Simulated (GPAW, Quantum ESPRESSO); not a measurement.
# Y L₃ ELNES/XANES of Y (P6_3/mmc) from DFT, part 2 of 4

Do two independent programs agree on the Y L₃ edge of Y (P6_3/mmc)? The same cell and functional are run with XSpectra and with GPAW.

Quantum ESPRESSO 7.5 and GPAW 26.7.0; core-hole supercells, plane-wave PAW LDA.

So far. Step 2 (Ground state of the crystal (Quantum ESPRESSO)): The mesh shows no gap, so the system is treated as a metal and the core electron is put at the Fermi level (neutral cell). Step 3 (Spectrum without a core hole, Y atom 1 (Quantum …): Main maxima below 30 eV (height): 2.0 eV (1.43), 4.8 eV (2.18), 10.8 eV (0.94), 18.2 eV (0.78) and 22.2 eV (0.72). At an L edge the dipole rule selects empty d (and weakly s) states on the absorber, and the strong line at the onset measures the empty part of its d band.

## Step 6: Supercell with XCH, Y atom 1 (Quantum ESPRESSO)

Level of this step: plane-wave PAW DFT, LDA, scalar-relativistic, self-consistent field (Quantum ESPRESSO).

The holes are 6.3 Å apart. The excited electron is kept in the cell, where it fills the lowest empty states and screens the hole.

scf.in reads:

```
&control
   calculation='scf', prefix='x', pseudo_dir='../pp', outdir='tmp', tprnfor=.true.
/
&system
   ibrav=0, nat=6, ntyp=2, nbnd=42
   ecutwfc=41, ecutrho=420
   occupations='smearing', smearing='mv', degauss=0.015
/
&electrons
   conv_thr=6.0e-08, electron_maxstep=120
   mixing_beta=0.5
/
ATOMIC_SPECIES
Y0 1.0 Y.lda-spn-kjpaw-2pch.UPF
Y 1.0 Y.lda-spn-kjpaw.UPF
CELL_PARAMETERS angstrom
  -5.47110000 3.15874106 0.00000000
  -5.47110000 -3.15874106 0.00000000
  3.64740000 0.00000000 5.73060000
ATOMIC_POSITIONS crystal
Y0   0.25000000 0.91666667 0.75000000
Y    0.58333333 0.25000000 0.75000000
Y    0.91666667 0.58333333 0.75000000
Y    0.41666667 0.75000000 0.25000000
Y    0.75000000 0.08333333 0.25000000
Y    0.08333333 0.41666667 0.25000000
K_POINTS automatic
5 5 5 0 0 0
```

Started as:

```sh
$ OMP_NUM_THREADS=1 mpirun --oversubscribe --bind-to none -np 4 pw.x -nk 4 -in scf.in > scf.out
```

Numbers of over 12 decimals in the logs are rounded to 6 here.

What it wrote:

```text
     [... banner and references ...]
[banner, memory and clock lines left out]
using ibrav=0 with symmetry is DISCOURAGED, use correct ibrav instead

     G-vector sticks info

     bravais-lattice index     =            0
     lattice parameter (alat)  =      11.9383  a.u.
     unit-cell volume          =    1336.6428 (a.u.)^3
     number of atoms/cell      =            6
     number of atomic types    =            2
     number of electrons       =        67.00
     number of Kohn-Sham states=           42
     kinetic-energy cutoff     =      41.0000  Ry
     charge density cutoff     =     420.0000  Ry
     scf convergence threshold =      6.0E-08
     mixing beta               =       0.5000
     number of iterations used =            8  plain     mixing
     Exchange-correlation= SLA  PZ   NOGX NOGC
                           (   1   1   0   0   0   0   0)

     celldm(1)=  11.938311  celldm(2)=   0.000000  celldm(3)=   0.000000
     celldm(4)=   0.000000  celldm(5)=   0.000000  celldm(6)=   0.000000

     crystal axes: (cart. coord. in units of alat)
               a(1) = (  -0.866025   0.500000   0.000000 )
               a(2) = (  -0.866025  -0.500000   0.000000 )
               a(3) = (   0.577350   0.000000   0.907102 )

     reciprocal axes: (cart. coord. in units 2 pi/alat)
               b(1) = ( -0.577350  1.000000  0.367471 )
               b(2) = ( -0.577350 -1.000000  0.367471 )
               b(3) = (  0.000000  0.000000  1.102412 )

     ../pp/Y.lda-spn-kjpaw-2pch.UPF
     Pseudo is Projector augmented-wave + core cor, Zval = 12.0
     Shape of augmentation charge: PSQ
[...]
k =-0.3464-0.2000 0.4410 (  5940 PWs)   bands (ev):

[...]
k =-0.3464-0.2000 0.0000 (  5908 PWs)   bands (ev):

[...]
k = 0.1155 0.6000-0.0735 (  5921 PWs)   bands (ev):

[...]
k = 0.1155 0.6000 0.1470 (  5931 PWs)   bands (ev):

[...]
10.5486  10.6326

          k = 0.1155 0.6000 0.3675 (  5926 PWs)   bands (ev):

[...]
6.6469   6.6472   6.9912   7.7376   7.7738   8.0874   8.3809   8.8218
     8.8845   9.0930   9.3378   9.3974   9.9341  10.1146  10.3127  10.4035
    10.4887  10.5686

     the Fermi energy is     9.1298 ev

!    total energy              =   -1657.18836584 Ry
     total all-electron energy =    -40424.903942 Ry
     estimated scf accuracy    <          9.9E-09 Ry
     smearing contrib. (-TS)   =      -0.00126939 Ry
     internal energy E=F+TS    =   -1657.18709645 Ry

     The total energy is F=E-TS. E is the sum of the following terms:
     one-electron contribution =    -125.02833011 Ry
     hartree contribution      =      83.69843490 Ry
     xc contribution           =    -106.43592194 Ry
     ewald contribution        =    -356.55557841 Ry
     one-center paw contrib.   =   -1152.86570088 Ry

     convergence has been achieved in  11 iterations

     Forces acting on atoms (cartesian axes, Ry/au):

     atom    1 type  1   force =     0.00000000    0.00000000    0.00000000
     atom    2 type  2   force =    -0.00000000   -0.00000000    0.00291162
     atom    3 type  2   force =     0.00000000   -0.00000000   -0.00291162
     atom    4 type  2   force =    -0.00000000   -0.00695065    0.00000000
     atom    5 type  2   force =     0.00601944    0.00347533   -0.00000000
     atom    6 type  2   force =    -0.00601944    0.00347533   -0.00000000

     Total force =     0.012724     Total SCF correction =     0.000060

     XML data file, charge density, pseudopotentials, collected wavefunctions
```

Run time: 44 s. Hardware: 4 MPI ranks of Arm Neoverse V2, shared host; peak memory 0.32 GiB.

Energy with the hole: -550008.838 eV, cores included.

## Step 7: Spectrum with XCH, Y atom 1 (Quantum ESPRESSO)

The Lanczos recursion gives the spectrum without computing empty bands; each polarisation needs a run of its own on the full k mesh. xe0 is set between filled and empty states, and states below it are cut, here at the Fermi level, which holds the excited electron. The file of filecore holds the core orbital, taken from the hole-free data set.

xspectra.in reads:

```
&input_xspectra
   calculation='xanes_dipole', edge='L3'
   prefix='x', outdir='tmp', xiabs=1, xe0=9.1298
   xonly_plot=.false., x_save_file='xanes.sav'
   xniter=3000, xcheck_conv=20, xerror=0.005
   xcoordcrys=.false., xepsilon(1)=1, xepsilon(2)=0, xepsilon(3)=0
/
&plot
   xnepoint=221, xemin=-10, xemax=45, terminator=.true., cut_occ_states=.true.
   xgamma=0.75
/
&pseudos
   filecore='../Y.wfc'
/
&cut_occ
   cut_desmooth=0.1, cut_stepl=0.05, cut_stepu=0.05, cut_ierror=1e-5
/
5 5 5 0 0 0
```

xspectra_1.in, as its differences from xspectra.in of step 7:

```diff
@@ -5,3 +5,3 @@
    xniter=3000, xcheck_conv=20, xerror=0.005
-   xcoordcrys=.false., xepsilon(1)=1, xepsilon(2)=0, xepsilon(3)=0
+   xcoordcrys=.false., xepsilon(1)=0, xepsilon(2)=0, xepsilon(3)=1
 /
```

Started as:

```sh
$ OMP_NUM_THREADS=1 mpirun --oversubscribe --bind-to none -np 4 xspectra.x -nk 4 -in xspectra.in > xspectra.out
```

What it wrote:

```text
     [... banner and references ...]
Reading input_file

     calculation: xanes_dipole

     xepsilon  [cartesian coordinates]:   1.000000   0.000000   0.000000

     xonly_plot: FALSE
        => complete calculation: Lanczos + spectrum plot

     filecore (core-wavefunction file): ../Y.wfc

     main plot parameters:
        cut_occ_states: TRUE
        gamma_mode:  constant
        -> using xgamma [eV]:  0.75
        xemin [eV]: -10.00
        xemax [eV]:  45.00
        xnepoint:  221
        xe0 [eV]:   9.129800 (energy zero read in input file)

     WARNING: variable ef_r is obsolete

                      Reading SCF save directory: x.save

     tmp/x.save/

     Exchange-correlation= PZ
                           (   1   1   0   0   0   0   0)

     G-vector sticks info

                           Getting the Fermi energy

     From SCF save directory:
        ehomo [eV]:    9.4934 (highest occupied level)
        elumo [eV]:    9.5371 (lowest occupied level)
        ef    [eV]:    9.4934

     -> ef (in eV) will be written in x_save_file

                           Energy zero of the spectrum

     -> ef will NOT be used as energy zero of the spectrum
       (because xe0 read in input file)

     G-vector sticks info

     bravais-lattice index     =            0
     lattice parameter (alat)  =      11.9383  a.u.
     unit-cell volume          =    1336.6428 (a.u.)^3
     number of atoms/cell      =            6
     number of atomic types    =            2
     number of electrons       =        67.00
     number of Kohn-Sham states=           42
     kinetic-energy cutoff     =      41.0000  Ry
     charge density cutoff     =     420.0000  Ry
     Exchange-correlation= PZ
                           (   1   1   0   0   0   0   0)

     celldm(1)=  11.938311  celldm(2)=   0.000000  celldm(3)=   0.000000
     celldm(4)=   0.000000  celldm(5)=   0.000000  celldm(6)=   0.000000

     crystal axes: (cart. coord. in units of alat)
               a(1) = (  -0.866025   0.500000   0.000000 )
               a(2) = (  -0.866025  -0.500000   0.000000 )
               a(3) = (   0.577350   0.000000   0.907102 )

     reciprocal axes: (cart. coord. in units 2 pi/alat)
               b(1) = ( -0.577350  1.000000  0.367471 )
               b(2) = ( -0.577350 -1.000000  0.367471 )
               b(3) = (  0.000000  0.000000  1.102412 )

     ../pp/Y.lda-spn-kjpaw-2pch.UPF
     Pseudo is Projector augmented-wave + core cor, Zval = 12.0
     Shape of augmentation charge: PSQ
     Using radial grid of 1223 points,  6 beta functions with:
                l(1) =   0
                l(2) =   0
                l(3) =   1
                l(4) =   1
                l(5) =   2
[...]
Q(r) pseudized with 0 coefficients

     ../pp/Y.lda-spn-kjpaw.UPF
     Pseudo is Projector augmented-wave + core cor, Zval = 11.0
     Shape of augmentation charge: PSQ
     Using radial grid of 1223 points,  6 beta functions with:
[...]
l(4) =   1
                l(5) =   2
                l(6) =   2
     Q(r) pseudized with 0 coefficients

     atomic species   valence    mass     pseudopotential
     Y0               12.00     1.00000     Y ( 1.00)
     Y                11.00     1.00000     Y ( 1.00)

      6 Sym. Ops. (no inversion) found

   Cartesian axes

     site n.     atom                  positions (alat units)
         1        Y0     tau(   1) = (  -0.5773503  -0.3333333   0.6803264  )
         2        Y      tau(   2) = (  -0.2886751   0.1666667   0.6803264  )
         3        Y      tau(   3) = (  -0.8660254   0.1666667   0.6803264  )
         4        Y      tau(   4) = (  -0.8660254  -0.1666667   0.2267755  )
         5        Y      tau(   5) = (  -0.5773503   0.3333333   0.2267755  )
         6        Y      tau(   6) = (  -0.2886751  -0.1666667   0.2267755  )

     number of k points=   125  Marzari-Vanderbilt smearing, width (Ry)=  0.0150

     Number of k-points >= 100: set verbosity='high' to print them.

     Dense  grid:   194243 G-vectors     FFT dimensions: (  90,  90,  90)

     Smooth grid:    47469 G-vectors     FFT dimensions: (  54,  54,  54)

     The potential is recalculated from file :
     tmp/x.save/charge-density

     Starting wfcs are   78 atomic wfcs
     Checking if some PAW data can be deallocated...

               Reading core wavefunction file for the absorbing atom

     ../Y.wfc successfully read

                              Attributing the PAW radii
                     for the absorbing atom [units: Bohr radius]

        PAW proj 1: r_paw(l= 0)= 2.10  (1.5*r_cut)
        PAW proj 2: r_paw(l= 0)= 2.10  (1.5*r_cut)
        PAW proj 3: r_paw(l= 1)= 2.40  (1.5*r_cut)
        PAW proj 4: r_paw(l= 1)= 2.40  (1.5*r_cut)
        PAW proj 5: r_paw(l= 2)= 2.70  (1.5*r_cut)
        PAW proj 6: r_paw(l= 2)= 2.70  (1.5*r_cut)

        NB: The calculation will not necessary use all these r_paw values.
            - For a edge in the electric-dipole approximation,
              only the r_paw(l=1) values are used.
            - For a K edge in the electric-quadrupole approximation,
              only the r_paw(l=2) values are used.

            - For a L2 or L3 edge in the electric-quadrupole approximation,

              all projectors (s, p and d) are used.

                          Starting XANES calculation
                     in the electric dipole approximation
     Method of calculation based on the Lanczos recursion algorithm
        - STEP 1: Construction of a kpoint-dependent Lanczos basis,
          in which the Hamiltonian is tridiagonal (each 'iter'
          corresponds to the calculation of one more Lanczos vector)
        - STEP 2: Calculation of the cross-section as a continued fraction
          averaged over the k-points.

     ... Begin STEP 1 ...

        Radial transition matrix element(s) used in the calculation of the
        initial vector of the Lanczos basis (|tilde{phi}_abs> normalized)
l =  2    Radial matrix element proj. ( 1)=    0.02889804
l =  2    Radial matrix element proj. ( 2)=    0.03610966
l =  0    Radial matrix element proj. ( 1)=    0.00964807
l =  0    Radial matrix element proj. ( 2)=    0.01098849
NB: the    32 k-point are not all listed below because npool=  4

               Lanczos Number                 1  of            4

        |-------------------------------------------------------------
        ! k-point #     1:  ( 0.0000,  0.0000,  0.0000),  0.0160,   1
        |-------------------------------------------------------------
        |   Norm of the initial Lanczos vector: 0.20774943E-01
        |   Estimated error at iter     20:   1.01041071
        |   Estimated error at iter     40:   0.47557566
        |   Estimated error at iter     60:   0.18334371
        |   Estimated error at iter     80:   0.09038327
        |   Estimated error at iter    100:   0.10517247
[...]
!   => CONVERGED at iter    300 with error=  0.00478669
        |-------------------------------------------------------------
        ! k-point #     2:  ( 0.0000,  0.0000,  0.2205),  0.0160,   1
        |-------------------------------------------------------------
        |   Norm of the initial Lanczos vector: 0.20774916E-01
[...]
|   Estimated error at iter    180:   0.02275866
        |   Estimated error at iter    200:   0.01380648
        |   Estimated error at iter    220:   0.01406322
        !   => CONVERGED at iter    240 with error=  0.00252005
        |-------------------------------------------------------------
     [... 125 further k-points ...]
        ! k-point #    32:  (-0.2309,  0.0000,  0.3675),  0.0160,   1
        |-------------------------------------------------------------
        |   Norm of the initial Lanczos vector: 0.20774983E-01

     Results of STEP 1 successfully written in x_save_file
     x_save_file name:
     ->  xanes.sav
     x_save_file version:  2

     ... End STEP 1 ...

     ... Begin STEP 2 ...

     The spectrum is calculated using the following parameters:
        xe0 [eV]:    9.1298
        the occupied states are elimintate from the spectrum
        xemin [eV]: -10.00
        xemax [eV]:  45.00
        xnepoint:  221
        constant broadening parameter [eV]:    0.750
        Core level energy [eV]:  -2080.
         (from electron binding energy of neutral atoms in X-ray data booklet)

     Cross-section successfully written in xanes.dat

     ... End STEP 2 ...

                                END JOB XSpectra
```

It took 5.6 min on 4 MPI ranks; peak memory 0.25 GiB; 22 min of CPU time.

The Y L₃ spectrum, Y atom 1, excited-electron core hole (neutral cell) (energy from the energy zero of the input (xe0, at the border of filled and empty states); intensity scaled to a mean of 1 over the first 20 eV; the points at xe0, where the cut of filled states can leave a spike, are interpolated; polarised curves are means over the symmetry-equivalent atoms):

```tsv
E (eV)	isotropic	ε ⊥ c	ε ∥ c
-2.0	0.22	0.22	0.22
-0.5	0.68	0.67	0.70
1.0	2.13	2.07	2.23
2.5	1.84	1.88	1.75
4.0	2.07	2.04	2.12
5.5	1.17	1.17	1.16
7.0	0.74	0.75	0.74
8.5	0.71	0.70	0.72
10.0	0.76	0.77	0.73
11.5	0.71	0.70	0.73
13.0	0.51	0.51	0.53
14.5	0.49	0.49	0.49
16.0	0.62	0.62	0.62
17.5	0.71	0.72	0.69
19.0	0.63	0.64	0.62
20.5	0.61	0.59	0.65
22.0	0.63	0.62	0.64
23.5	0.54	0.55	0.51
25.0	0.48	0.50	0.46
26.5	0.51	0.51	0.50
28.0	0.55	0.53	0.60
29.5	0.56	0.56	0.56
31.0	0.56	0.58	0.52
```

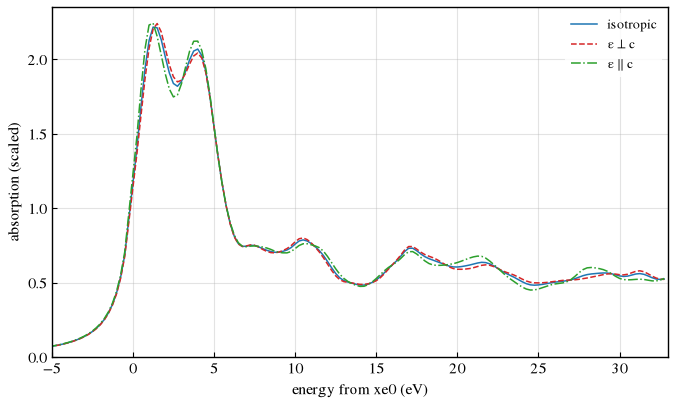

The Y L₃ edge, Y atom 1, excited-electron core hole (neutral cell): main maxima at 1.2, 4.0 and 10.5 eV.

Main maxima below 30 eV (height): 1.2 eV (2.22), 4.0 eV (2.07), 10.5 eV (0.79), 17.2 eV (0.73) and 29.0 eV (0.56). 

## Step 8: The field without a hole (GPAW)

The second program starts from its own ground state, on the same cell and functional.

scf.py reads:

```python
import numpy as np
from ase import Atoms
from ase.parallel import parprint, paropen
from gpaw import GPAW, PW, FermiDirac, Mixer, MixerDif, setup_paths
from gpaw.test import gen
setup_paths.insert(0, '.')
gen('Y', name='nch2p', xcname='LDA', corehole=(2, 1, 0), write_xml=True)
from gpaw.mpi import world
world.barrier()

atoms = Atoms('Y2',
    cell=[[3.6474, 0, 0],
     [-1.8237, 3.15874106, 0],
     [0, 0, 5.7306]],
    scaled_positions=[[0.66666667, 0.33333333, 0.75],
     [0.33333333, 0.66666667, 0.25]],
    pbc=True)
atoms.calc = calc = GPAW(legacy_gpaw=True, mode=PW(500), xc='LDA', setups={0: 'nch2p'},
    kpts={'size': (8, 8, 5), 'gamma': True}, occupations=FermiDirac(0.05),
    charge=0, mixer=Mixer(0.1, 5, 50), maxiter=150,
    convergence={'density': 0.0001}, txt='scf.txt')
energy = atoms.get_potential_energy() + calc.get_reference_energy()
ef = calc.get_fermi_level()
out = dict(energy=energy, fermi=ef, forces=atoms.get_forces().tolist())
parprint(f'all-electron energy {energy:.4f} eV, Fermi level {ef:.4f} eV')
ev = np.array([[calc.get_eigenvalues(k, s) for k in range(len(calc.get_ibz_k_points()))] for s in range(calc.get_number_of_spins())])
out['homo'], out['lumo'], out['counts'] = ev[ev < ef].max(), ev[ev > ef].min(), sorted(set((ev < ef).sum((0, 2)).tolist()))
out['filled'] = (ev[:, 0] < ef).sum(1).tolist()
import json
with paropen('out.json', 'w') as f:
    json.dump(out, f)
```

Started as:

```sh
$ OMP_NUM_THREADS=1 mpirun -n 4 gpaw python scf.py
```

What it wrote:

```text
Input parameters:
  convergence: {density: 0.0001}
  kpts: {gamma: True,
         size: (8, 8, 5)}
  maxiter: 150
  mixer: {backend: pulay,
          beta: 0.1,
          method: separate,
          nmaxold: 5,
          weight: 50}
  mode: {ecut: 500.0,
         name: pw}
  occupations: {fixmagmom: False,
                name: fermi-dirac,
                width: 0.05}
  setups: {0: nch2p}

Initialize ...

[...]
5s(2) :    -0.155371     0.971849
4p(6) :    -1.027192     0.548140
5p(0) :    -0.054980     0.976393
4d(1) :    -0.097195     0.865310
*d    :     0.902805
--------------------------------

Diagonalizing with gridspacing h=0.050

state   all-electron     PAW
-------------------------------
4s:      -1.763072    -1.763529
4p:      -1.027192    -1.027856
4d:      -0.097195    -0.097523
*f:                    0.059866
-------------------------------
all-electron energy -183986.1512 eV, Fermi level 6.1320 eV
[key lines of the parts left out:]
Converged after 14 iterations.
Dipole moment: (0.000000, -0.000000, 0.000000) |e|*Ang
Free energy:    -10.398673
Fermi level: 6.13201
```

Elapsed: 11 s, on 4 MPI ranks; peak memory 0.19 GiB.

The mesh shows no gap, so the system is treated as a metal and the core electron is put at the Fermi level (neutral cell).

[end of part 2 of 4]

[Banner, clock and machine lines of the logs are left out without a mark of their own.]

[Logs are printed without paths, hosts, clocks, repeated set-up lines and the standing remarks that a program may print on its own settings, such as how far it seeks lower states.]

[Hosts, paths, dates, database ids (printed as entryN), source tags and the programs' standing remarks are cut or masked in the printed files.]

[Lists of maxima count a maximum above −3 eV only where it reaches 4 % of the highest in the window and stands out from its surroundings by 2 % of it (1.5 % where it reaches 55 %); shoulders and weaker maxima are passed over, and of the rest the first, up to two pre-edge ones and the few strongest are named.]
